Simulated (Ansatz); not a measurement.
# Cu wire along [110], 14 atoms a period: bands along the axis, part 2 of 2

Wanted: the relaxed geometry and the bands of the Cu wire along [110], 14 atoms a period.

Ansatz 0.2.0; DFT PBE, plane waves, PAW; relaxation of a wire's period; PAW set soft_1 (the session's first sound run).

So far: The starting structure; Relaxing the period.

### Step 2. Relaxing the period (continued)

Relaxation path:

```csv
step,energy less that of the first step (eV),largest force component (eV/Å),pressure (GPa),volume (Å³)
1,0.0000,0.4976,-1.85,523.29
2,-0.1671,0.2818,-0.91,517.82
3,-0.2332,0.0551,0.24,510.56
4,-0.2358,0.0325,-0.04,510.58
5,-0.2366,0.0031,0.02,510.33
6*,-0.2326,0.0031,0.03,510.33
```

Relaxation steps marked * repeat the geometry before them on a plane-wave basis chosen anew for their cell, so energy and pressure can jump there.

Forces are held to the 8 operations that the run works with; a distortion that breaks them can't arise in this run.

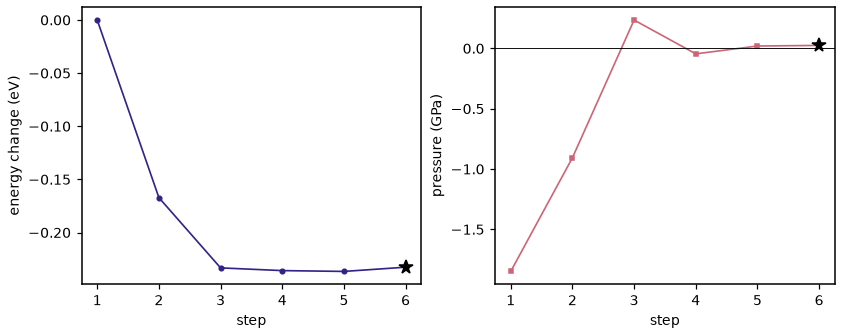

Energy and pressure along the relaxation. Stars mark steps on a basis chosen anew.

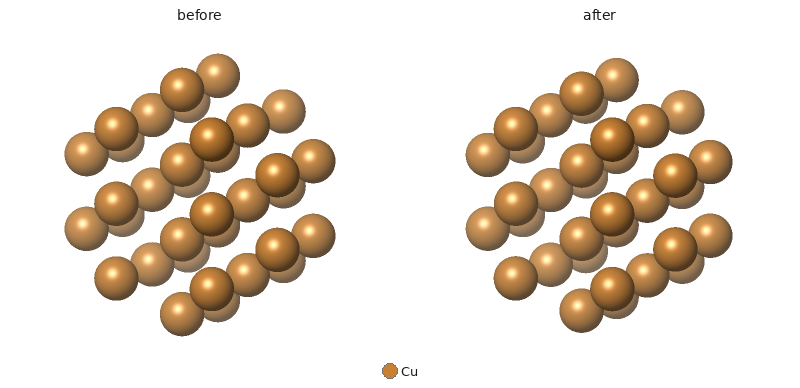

The structure before and after the relaxation, drawn at the same scale.

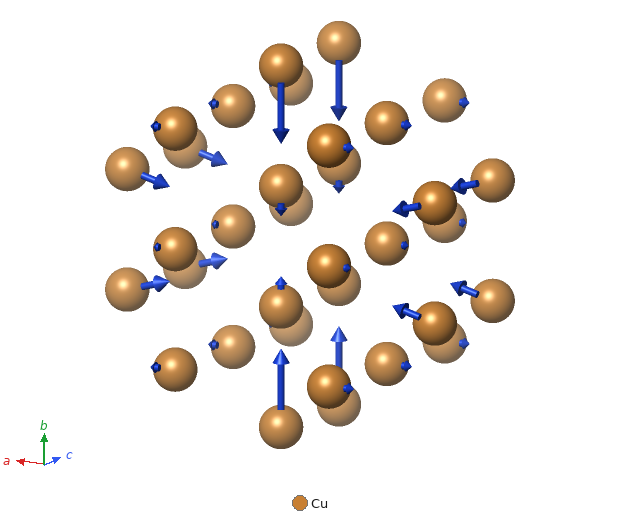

Displacements in the relaxation, exaggerated, measured against the changing cell; the longest in the cell stands for 0.13 Å. 1×1×2 cells are drawn. Some periodic images of atoms are drawn too.

```csv
cell as run,before,after,change
c (Å),2.567,2.503,-2.5 %
```

The atoms that moved most (Å, along periodic axes as changes of fractional coordinates times the final cell, across vacuum about the mean position):

```csv
atom,dx,dy,dz,length
Cu10,0.000,-0.125,0.000,0.125
Cu7,0.000,0.125,0.000,0.125
Cu12,-0.063,-0.017,0.000,0.065
Cu6,0.063,-0.017,0.000,0.065
Cu11,-0.063,0.017,0.000,0.065
Cu5,0.063,0.017,0.000,0.065
Cu9,0.000,-0.026,0.000,0.026
Cu8,0.000,0.026,0.000,0.026
```

Numbers from this step:

- energy at zero smearing: -92745.5837 eV
- cell length along the wire: 2.503 Å

The cell's length comes to 2.503 Å with spin left out.

### Step 3. Bands of the perfect wire

This step: DFT PBE, plane waves, PAW; bands of a perfect wire; PAW set soft_1 (Ansatz 0.2.0).

At the relaxed period the bands are computed along the axis; those that cross an energy going forward count the channels that a perfect wire would open there.

input.yaml reads:

```yaml
crystal:
  lattice:
    - [14.06, 0.0, 0.0]
    - [0.0, 14.5, 0.0]
    - [0.0, 0.0, 2.5032325655]
  atoms:
    - { symbol: Cu, position: [0.369413131, 0.322991357, 0.0] }
    - { symbol: Cu, position: [0.369968987, 0.500013546, 0.0] }
    - { symbol: Cu, position: [0.630586869, 0.322991357, 0.0] }
    - { symbol: Cu, position: [0.630031013, 0.500013546, 0.0] }
    - { symbol: Cu, position: [0.246272276, 0.412693641, 0.5] }
    - { symbol: Cu, position: [0.246272276, 0.587333451, 0.5] }
    - { symbol: Cu, position: [0.5, 0.243111426, 0.5] }
    - { symbol: Cu, position: [0.5, 0.413303759, 0.5] }
    - { symbol: Cu, position: [0.5, 0.586723333, 0.5] }
    - { symbol: Cu, position: [0.5, 0.756915667, 0.5] }
    - { symbol: Cu, position: [0.753727724, 0.412693641, 0.5] }
    - { symbol: Cu, position: [0.753727724, 0.587333451, 0.5] }
    - { symbol: Cu, position: [0.369413131, 0.677035736, 0.0] }
    - { symbol: Cu, position: [0.630586869, 0.677035736, 0.0] }
kpoints:
  mp_grid: { grid: [1, 1, 32] }
  band_path: { path: ["Γ", Z], npoints: 90 }
scf:
  occupations: { method: fermi_dirac, width: 0.05 }
hamiltonian:
  xc: pbe
  pseudopotentials: { kind: paw, azcp: { folder: soft_1 } }
output:
  dos: { e_range: [-5, 4] }
  write_potential: true
  write_density: true
  volumetric_format: npy
```

On the command line:

```console
ansatz run input.yaml --threads 4 --pin off --max-ram 16384MiB --backend cpu --events-out ev --progress --plain --runs-dir out
```

Numbers of over 12 decimals in the logs are rounded to 6 here.

The program printed:

```text
[...]
Crystal: 14 atoms, lattice volume = 510.334 Å³
Basis set: ecut = 420 eV, 9991 PW (Γ)
Bands: 160, of which v1, the nominal top of the filled ones, is band 133 counted from 1 (132 counted from 0)
Symmetry: 8 space group operations
[...]
k-points: 17 of 32
[...]
SCF iter   1: F=—  HF=-92755.815914 eV  |F-HF|=—  |Δ(HF+E_count)|=         —  Δρ=1.33e-1  dr2=5.61e1  ethr=3.10e-3  ⟨swp⟩=7.2  Hψ=11149  notcnv=0  defer=98
[...]
SCF iter  14: F=-92745.606229 eV  HF=-92745.606229 eV  |F-HF|=1.16e-8  |Δ(HF+E_count)|=   1.45e-7  Δρ=4.36e-6  dr2=6.42e-8  ethr=3.76e-11  ⟨swp⟩=12.8  Hψ=10680  notcnv=0
SCF 1 converged in 14 iterations: F = -92745.606229 eV  dr2 = 6.42e-8
[...]
NSCF: frozen V_eff on 91 k-points
WARN: The output density's exchange-correlation potential varies sharply where the density is thin. Do not read a vacuum level from v_tot or v_xc, or from such a field of the output density. On a cell that repeats whose density bears no net charge and no dipole along the vacuum's axis use v_es (v_loc + v_h of the components); under efield.dipole_correction with no amplitude use v_es + v_field, which holds any externa [...]
SCF converged after 14 iterations
Free energy (F): -92745.606229 eV
[...]
Internal energy: -92745.561178 eV  (E = F + TS)
E sigma→0 (E₀):  -92745.583703 eV
Entropy (-TS):   -0.045051 eV (-3.218 meV/atom)
Fermi energy:    2.333609 eV
[...]
--- Band table (eV; the first three rows and the last of 17) ---
  k-point 0: bands = [... 129 lower, 0.8893, 0.9400, 0.9574, 0.9866, 1.0212, 1.6267, 1.8155, 2.2629, ... 23 higher]
  k-point 1: bands = [... 129 lower, 0.8714, 0.8924, 0.9790, 1.0047, 1.0320, 1.6664, 1.8463, 2.3157, ... 23 higher]
  k-point 2: bands = [... 129 lower, 0.8676, 0.8680, 0.9649, 1.0383, 1.1286, 1.7751, 1.9348, 2.4586, ... 23 higher]
  k-point 16: bands = [... 129 lower, 3.0149, 3.0332, 3.1223, 3.2710, 4.1100, 4.1505, 4.5659, 4.6681, ... 23 higher]
```

Elapsed: 2.5 min, on 4 threads of Arm Neoverse V1, shared host; peak memory 3.9 GiB.

Numbers from this step:

| Item | Value |
| --- | --- |
| band gap | 0 eV |

The electronic bands at the labelled points (eV, zero at the Fermi level; # counts the bands kept):

```csv
point,#66,#67,#68,#69,#70,#71,#72,#73
Γ,-1.39,-1.38,-1.35,-1.31,-0.71,-0.52,-0.07,0.01
Z,0.70,0.79,0.94,1.78,1.82,2.23,2.33,2.38
```

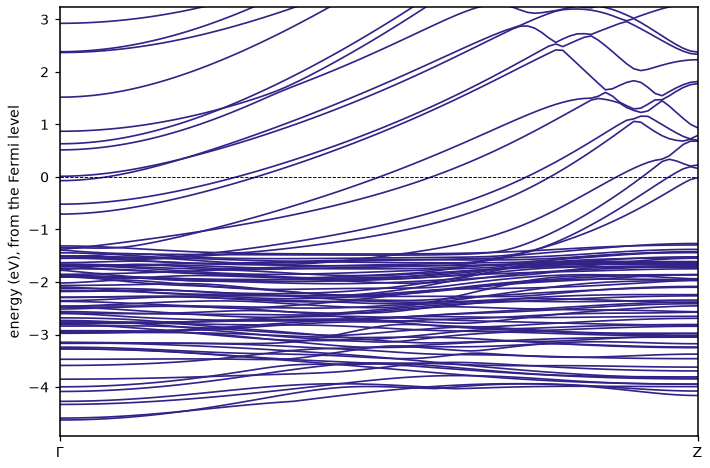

Electronic bands along the path.

Between Γ and Z the bands cross the Fermi level 10 times, so a perfect wire would conduct at least 10 G₀, with spin left out.

### Step 4. Outcome

| Quantity | Value |
| --- | --- |
| cell length, PBE | 2.503 Å |
| ballistic conductance by band crossings, a lower bound, PBE | 10 G₀ |

**Reading.** Under PBE the cell's length is 2.50 Å, and the bands cross the Fermi level 10 times between Γ and Z, which gives a perfect wire at least 10 G₀ (opposite crossings within one step of the path cancel in such a count).

[Logs are printed without paths, hosts, clocks, repeated set-up lines and the standing remarks that a program may print on its own settings, such as how far it seeks lower states.]

[Hosts, paths, dates, database ids (printed as entryN), source tags and the programs' standing remarks are cut or masked in the printed files.]
